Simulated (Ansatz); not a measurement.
# Straining SnO2 (I4/m): density functionals against G0W0, part 5 of 5

Aim: how the gap of SnO2 (I4/m) follows strain, by a semilocal functional, a hybrid and G0W0.

Ansatz 0.2.0; a semilocal functional, HSE06 and G0W0, plane waves, PAW. Known limits of the many-body steps: not at the basis limit; no spin-orbit coupling.

So far. Step 21 (Biaxial in xy -1.5 %: G0W0): The gap on the mesh goes from 1.84 eV to 3.56 eV, a correction of +1.72 eV. Between the two edge states, bare exchange in place of the xc potential would open the gap by 9.63 eV, and correlation takes back 7.90 eV. Step 22 (Biaxial in xy -1.5 %: HSE06): The gap stands +1.76 eV against LDA, and the valence top moves to (-0.750, 0.250, 0.250).

**24. Uniaxial along x +1.5 %: LDA**

Level of this step: DFT, LDA, plane waves, PAW; PAW set soft_1 (Ansatz).

The input, input.yaml:

```yaml
crystal:
  lattice:
    - [-5.45390965, 5.37331, 1.616233]
    - [5.45390965, -5.37331, 1.616233]
    - [5.45390965, 5.37331, -1.616233]
  atoms:
    - { symbol: Sn, position: [0.3470918588, 0.1622197959, 0.5093116547] }
    - { symbol: Sn, position: [0.8354795345, 0.3489673406, 0.1844468752] }
    - { symbol: Sn, position: [0.1645204655, 0.6510326594, 0.8155531248] }
    - { symbol: Sn, position: [0.6529081412, 0.8377802041, 0.4906883453] }
    - { symbol: O, position: [0.1626759058, 0.4609493614, 0.6236252672] }
    - { symbol: O, position: [0.5396284334, 0.1575762879, 0.6972047213] }
    - { symbol: O, position: [0.4603715666, 0.8424237121, 0.3027952787] }
    - { symbol: O, position: [0.8373240942, 0.5390506386, 0.3763747328] }
    - { symbol: O, position: [0.8422378922, 0.7818652333, 0.6241031254] }
    - { symbol: O, position: [0.2145335535, 0.8399505514, 0.0544841049] }
    - { symbol: O, position: [0.1577621078, 0.2181347667, 0.3758968746] }
    - { symbol: O, position: [0.7854664465, 0.1600494486, 0.9455158951] }
kpoints:
  mp_grid: { grid: [8, 8, 8] }
  band_path:
    path:
      - [0.0, 0.0, 0.0]
      - [-0.5, 0.5, 0.0]
      - [-0.5, 0.5, 0.5]
      - [-0.27261852, -0.27261852, 0.27261852]
      - [-0.72738148, 0.27261852, 0.72738148]
      - [-0.75, 0.25, 0.25]
      - [-0.5, 0.0, 0.5]
      - [-0.522738148, 0.477261852, 0.522738148]
      - [-0.05, 0.05, 0.0]
    npoints: 1
hamiltonian:
  xc: lda
  pseudopotentials: { kind: paw, azcp: { folder: soft_1 }, xc_functional: pbe }
scf:
  occupations: { method: fermi_dirac, width: 0.02 }
  n_extra_bands: 8
output:
  eigenvalues: true
  forces: true
  stress: true
```

Run with:

```
$ ansatz run input.yaml --threads 2 --pin off --max-ram 92160MiB --backend cuda --events-out ev --progress --plain --runs-dir out --devices 1 --max-vram 13GiB
```

Numbers of over 12 decimals in the logs are rounded to 6 here.

What it wrote:

```text
[...]
GPUs: using 1 of 1 available (devices: 1).
[...]
GPU FFT provider: cuFFT
GPU libraries: cuBLAS 13.8.2, cuFFT 12.4.0, cuSOLVER 12.3.4
Crystal: 12 atoms, lattice volume = 189.458 Å³
Basis set: ecut = 420 eV, 3727 PW (Γ), FFT grids on a1+a2, a2, a3
Bands: 60, of which v1, the nominal top of the filled ones, is band 52 counted from 1 (51 counted from 0)
[...]
k-point 0: bands = [... 48 lower, 4.1244, 4.3870, 4.4206, 4.4311, 6.2319, 9.1960, 9.2179, 9.5783, ... 4 higher]
  k-point 1: bands = [... 48 lower, 4.1207, 4.3018, 4.4263, 4.5042, 6.3510, 9.0121, 9.2373, 9.6936, ... 4 higher]
  k-point 2: bands = [... 48 lower, 4.1095, 4.2063, 4.4284, 4.5782, 6.6544, 8.6604, 9.2988, 9.8356, ... 4 higher]
  k-point 149: bands = [... 48 lower, 4.0695, 4.0828, 4.4691, 4.6907, 8.1819, 8.1913, 8.4558, 9.9609, ... 4 higher]
[key lines of the parts left out:]
SCF converged after 11 iterations
Free energy (F): -27959.528747 eV
Fermi energy:    5.494258 eV
P = ⅓ Tr σ = -6.3611 GPa (-63.611 kbar)
```

Wall time 25 s (1 × NVIDIA H100 80GB HBM3 (shared by 6 runs) with 2 threads of AMD EPYC 7R13 (Zen 3), shared host); peak memory 0.97 GiB.

This step gave:

| Item | Value |
| --- | --- |
| pressure | -6.361 GPa |
| gap | 1.541 eV |
| valence top at | k = (-0.523, 0.477, 0.523) |
| conduction bottom at | Γ |
| least direct gap | 1.800 eV |

The gap is indirect, with the least direct gap 0.26 eV higher. The pressure of -6 GPa says that this functional would shrink the cell; it is kept.

**25. Uniaxial along x +1.5 %: G0W0**

This step: G0W0 on LDA, plane waves, PAW; PAW set soft_1.

input.yaml, the sections that differ from step 24:

```yaml
kpoints:
  mp_grid: { grid: [4, 4, 4] }
scf:
  occupations: { method: fixed }
gw:
  n_empty_bands: 702
  ecut_chi: 140
  qp_bands: [v4, c4]
  qp_kpoints: band_edges
  screening: { model: contour_deformation }
# crystal, hamiltonian: as in step 24
# output: removed
```

What it wrote:

```text
GPUs: using 1 of 1 available (devices: 1).
[...]
GPU FFT provider: cuFFT
GPU libraries: cuBLAS 13.8.2, cuFFT 12.4.0, cuSOLVER 12.3.4
Crystal: 12 atoms, lattice volume = 189.458 Å³
Basis set: ecut = 420 eV, 3727 PW (Γ)
Bands: 64, of which v1, the nominal top of the filled ones, is band 52 counted from 1 (51 counted from 0)
Symmetry: 4 space group operations
[...]
k-points: 24 of 64
[...]
0    56      9.5798   -14.5336    -4.1363   -20.0177  0.7713    10.9615    10.9276  root
[...]
23    53      8.1836   -14.7487    -3.4821   -19.4091  0.7880     9.3847     9.3618  root
    23    54      8.1930   -14.7506    -3.4829   -19.4127  0.7879     9.3952     9.3722  root
    23    55      8.4572   -15.6298    -3.4664   -20.3308  0.7784     9.7181     9.6917  root
    23    56      9.9623   -12.7619    -4.3479   -18.4639  0.7870    11.3522    11.3164  root
[key lines of the parts left out:]
SCF converged after 11 iterations
Free energy (F): -27959.510472 eV
Fermi energy:    4.692340 eV
```

Run time: 4.3 min. Hardware: 1 × NVIDIA H100 80GB HBM3 (shared by 6 runs) with 2 threads; peak memory 4.5 GiB; 7.6 min of CPU time.

This step gave:

- bands summed: 754
- RPA ε∞ on this mesh (eigenvalues): 3.541, 3.582, 4.323
- plane waves in the screening matrix: 703
- G0W0 gap on the mesh: 3.162 eV
- k of the valence top: -0.5, -0.5, -0.5
- k of the conduction bottom: 0, 0, 0
- starting gap on the mesh: 1.541 eV
- least direct G0W0 gap on the computed points: 3.427 eV

The gap on the mesh goes from 1.54 eV to 3.16 eV, a correction of +1.62 eV. Between the two edge states, bare exchange in place of the xc potential would open the gap by 9.42 eV, and correlation takes back 7.80 eV.

**26. Uniaxial along x +1.5 %: HSE06**

This step: DFT, HSE06, plane waves, PAW; PAW set soft_1.

Changes to input.yaml since step 25:

```diff
@@ -20,12 +20,21 @@
   mp_grid: { grid: [4, 4, 4] }
+  band_path:
+    path:
+      - [0.0, 0.0, 0.0]
+      - [-0.5, 0.5, 0.0]
+      - [-0.5, 0.5, 0.5]
+      - [-0.27261852, -0.27261852, 0.27261852]
+      - [-0.72738148, 0.27261852, 0.72738148]
+      - [-0.75, 0.25, 0.25]
+      - [-0.5, 0.0, 0.5]
+      - [-0.522738148, 0.477261852, 0.522738148]
+      - [-0.05, 0.05, 0.0]
+    npoints: 1
 hamiltonian:
-  xc: lda
-  pseudopotentials: { kind: paw, azcp: { folder: soft_1 }, xc_functional: pbe }
+  xc: hse06
+  pseudopotentials: { kind: paw, azcp: { folder: soft_1 } }
 scf:
   occupations: { method: fixed }
-gw:
-  n_empty_bands: 702
-  ecut_chi: 140
-  qp_bands: [v4, c4]
-  qp_kpoints: band_edges
-  screening: { model: contour_deformation }
+  n_extra_bands: 8
+output:
+  eigenvalues: true
```

What it wrote:

```text
[...]
GPUs: using 1 of 1 available (devices: 1).
[...]
GPU FFT provider: cuFFT
GPU libraries: cuBLAS 13.8.2, cuFFT 12.4.0, cuSOLVER 12.3.4
Crystal: 12 atoms, lattice volume = 189.458 Å³
Basis set: ecut = 420 eV, 3727 PW (Γ), FFT grids on a1+a2, a2, a3
Bands: 60, of which v1, the nominal top of the filled ones, is band 52 counted from 1 (51 counted from 0)
Symmetry: 4 space group operations
[...]
k-points: 24 of 64
[...]
Fermi energy:    3.775468 eV
[...]
--- Band table (eV; the first three rows and the last of 24) ---
  k-point 0: bands = [... 48 lower, 3.4337, 3.4920, 3.5292, 3.5360, 7.0439, 10.2963, 10.3230, 10.7296, ... 4 higher]
  k-point 1: bands = [... 48 lower, 3.3211, 3.4179, 3.5380, 3.6720, 7.4647, 9.6809, 10.4189, 11.0285, ... 4 higher]
  k-point 2: bands = [... 48 lower, 3.3574, 3.3783, 3.5430, 3.7289, 8.1029, 8.9919, 10.5299, 11.1591, ... 4 higher]
  k-point 23: bands = [... 48 lower, 3.3763, 3.3877, 3.6116, 3.7755, 9.1468, 9.1567, 9.4213, 11.1514, ... 4 higher]
[key lines of the parts left out:]
Free energy (F): -28650.187112 eV
```

Wall time 83 s (1 × NVIDIA H100 80GB HBM3 (shared by 6 runs) with 2 threads); peak memory 2.2 GiB; 2 min of CPU time.

This step gave:

- gap: 3.267 eV
- valence top at: k = (-0.523, 0.477, 0.523)
- conduction bottom at: Γ
- least direct gap: 3.507 eV

The gap stands +1.73 eV against LDA.

**27. Gaps under strain**

Gaps in eV; G0W0 is the start's gap plus the shift on one mesh and one count of bands for all cells.

```csv
strain,LDA,G0W0@LDA,HSE06,"change, LDA","change, G0W0@LDA","change, HSE06"
unstrained,1.64,3.29,3.38,-,-,-
hydrostatic -1.5 %,2.02,3.80,3.80,+0.379,+0.509,+0.425
hydrostatic +1.5 %,1.29,2.80,2.98,−0.348,−0.492,−0.401
uniaxial along z +4.0 %,1.21,2.67,2.88,−0.429,−0.624,−0.497
biaxial in xy -1.5 %,1.84,3.56,3.61,+0.203,+0.269,+0.228
uniaxial along x +1.5 %,1.54,3.16,3.27,−0.097,−0.131,−0.110
```

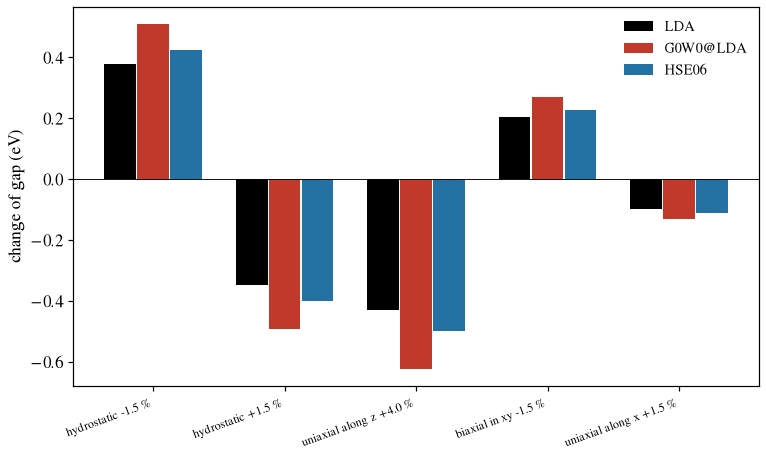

Change of the gap for each strain and level.

**28. What came out**

```yaml
unstrained: LDA 1.64, G0W0@LDA 3.29, HSE06 3.38 eV
hydrostatic_minus_1p5: LDA 2.02, G0W0@LDA 3.80, HSE06 3.80 eV
hydrostatic_plus_1p5: LDA 1.29, G0W0@LDA 2.80, HSE06 2.98 eV
uniaxial_along_z_plus_4p0: LDA 1.21, G0W0@LDA 2.67, HSE06 2.88 eV
biaxial_in_xy_minus_1p5: LDA 1.84, G0W0@LDA 3.56, HSE06 3.61 eV
uniaxial_along_x_plus_1p5: LDA 1.54, G0W0@LDA 3.16, HSE06 3.27 eV
```

What this shows: Hydrostatic -1.5 %: the G0W0@LDA gap changes by +0.51 eV. Hydrostatic +1.5 %: the G0W0@LDA gap changes by −0.49 eV. Uniaxial along z +4.0 %: the G0W0@LDA gap changes by −0.62 eV. Biaxial in xy -1.5 %: the G0W0@LDA gap changes by +0.27 eV. The slope for hydrostatic strain is −0.334 eV for each per cent, between hydrostatic -1.5 % and hydrostatic +1.5 %. The slope for uniaxial z strain is −0.156 eV for each per cent, between unstrained and uniaxial along z +4.0 %. The slope for biaxial xy strain is −0.179 eV for each per cent, between biaxial in xy -1.5 % and unstrained. The slope for uniaxial x strain is −0.088 eV for each per cent, between unstrained and uniaxial along x +1.5 %. LDA misses the unstrained G0W0@LDA gap by −1.66 eV but its changes by 0.195 eV at most. HSE06 misses the unstrained G0W0@LDA gap by +0.08 eV but its changes by 0.126 eV at most. Levels are read on the mesh, at the zone's corners and at the band edges found on the unstrained path, so a valley that moves off them is missed. The count of screening plane waves jumps between cells, which leaves noise of a few hundredths of an eV in G0W0. The many-body steps are scalar-relativistic: spin-orbit coupling is not in them.

[Paths, hosts, dates, memory and timing lines, banners, echoed tables and standing remarks are left out of the program output.]

[Logs are printed without paths, hosts, clocks, repeated set-up lines and the standing remarks that a program may print on its own settings, such as how far it seeks lower states.]

[Runs of the session that timed out or met a known fault of the program may be left out.]

[Cells called generated may have been cut or substituted from an entry of the Crystallography Open Database or the Materials Project.]

[Hosts, paths, dates, database ids (printed as entryN), source tags and the programs' standing remarks are cut or masked in the printed files.]
